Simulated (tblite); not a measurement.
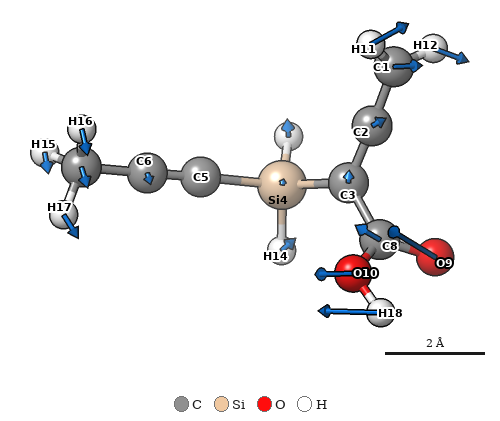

A relaxation of C7H8O2Si. The starting structure is drawn; blue arrows show the displacements, at their true length. The two geometries are superimposed by the best rigid fit.

The picture is a ball-and-stick view, seen face on.

These are results of GFN2-xTB geometry optimisation, gas phase (tblite), not measurements. 

Which element moves most?

Oxygen: up to 2.19 Å, against 1.50 Å for hydrogen.

What did the optimiser do to the structure, and how much energy did it gain?

After 220 geometry steps the energy has fallen by 23.2 kcal/mol. The largest move after the best rigid fit is that of an O atom, 2.19 Å. Largest moves by element: O 2.19 Å, H 1.50 Å, C 0.72 Å, Si 0.16 Å. Among the contacts that change: C–Si 1.801 → 1.900 Å, C–O 1.281 → 1.206 Å, H–O 1.027 → 0.969 Å, C–H 1.135 → 1.090 Å. Among the angles between lasting bonds that change: C–C–O 124.0° → 110.6°, H–C–H 128.7° → 116.5°, C–C–O 115.5° → 127.6°. Groups turn about C–C by about 85°, C–Si by about 35°. The run took 3.2 s on 1 thread of Arm Neoverse N1 (shared host).
